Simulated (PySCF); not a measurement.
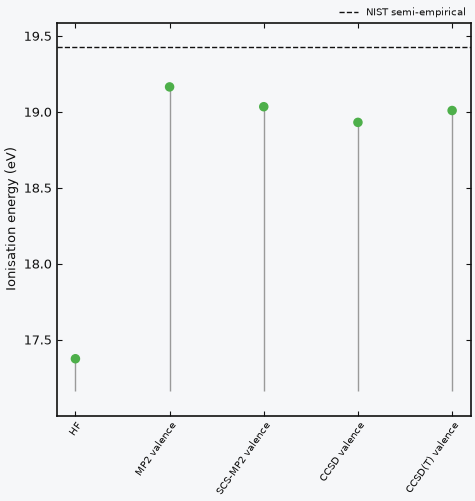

The ionisation energy of Pd⁺ ([Kr] 4d⁹ → [Kr] 4d⁸) across levels of theory. PySCF, aug-cc-pVDZ-PP with a 28-electron core potential, unrestricted single determinants, no spin-orbit coupling. Methods marked “valence” freeze 8 core electrons.

How do the methods compare?

Answer. The values run from 17.37 eV (HF) to 19.16 eV (MP2 valence). The NIST semi-empirical value is 19.43 ± 0.1 eV; nearest to it come MP2 valence (−0.27) and SCS-MP2 valence (−0.40), furthest HF (−2.06 eV).

| Method | Ionisation energy (eV) |
| --- | --- |
| HF | 17.37 |
| MP2 valence | 19.16 |
| SCS-MP2 valence | 19.03 |
| CCSD valence | 18.93 |
| CCSD(T) valence | 19.01 |

Note: spin-orbit shift not estimated.
